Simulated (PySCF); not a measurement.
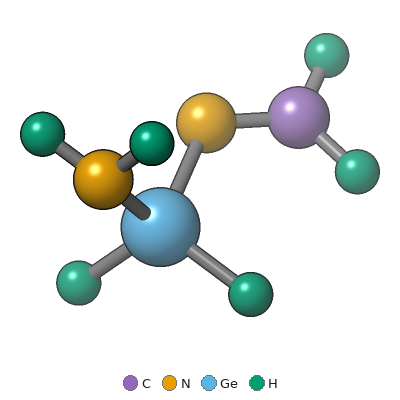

Geometry used (CH₆GeN₂, SMILES C=[N][GeH2][NH2], singlet).

Simulated rotational absorption lines between 2 and 20 GHz at 3 K: rigid rotor with the equilibrium constants and dipole of one optimised conformer (PBE0-D3(BJ)/def2-SVP, PySCF 2.14.0), commonest isotopes; no centrifugal distortion, hyperfine structure, internal rotation or nuclear-spin weights; lines within 1 MHz of each other are summed.

Q: What are the rotational constants, and what kind of rotor is it?

A: Rotational constants A, B, C = 11.91, 3.028, 2.687 GHz; Ray's κ = −0.93, a near-prolate asymmetric top.

Q: Assign the strongest lines, as J(Ka,Kc).

A:
| GHz | upper | lower | type | relative intensity |
| --- | --- | --- | --- | --- |
| 14.94 | 1(1,0) | 0(0,0) | c | 1.00 |
| 17.51 | 5(0,5) | 4(1,3) | c | 0.73 |
| 17.11 | 3(0,3) | 2(0,2) | a | 0.71 |
| 19.97 | 2(1,2) | 1(0,1) | b | 0.70 |
| 8.55 | 2(1,2) | 2(0,2) | c | 0.67 |
| 8.07 | 3(1,3) | 3(0,3) | c | 0.65 |

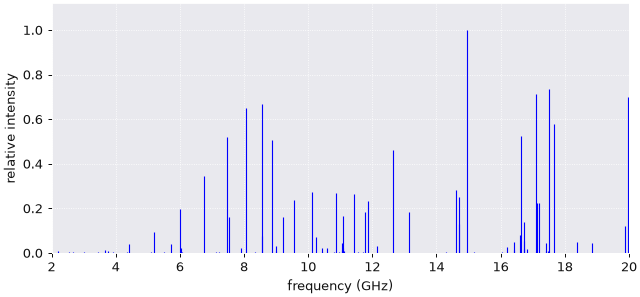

Known limits of this run: coarse grid, loose stop and no frequency check, small forces are noise and the end may be a saddle.
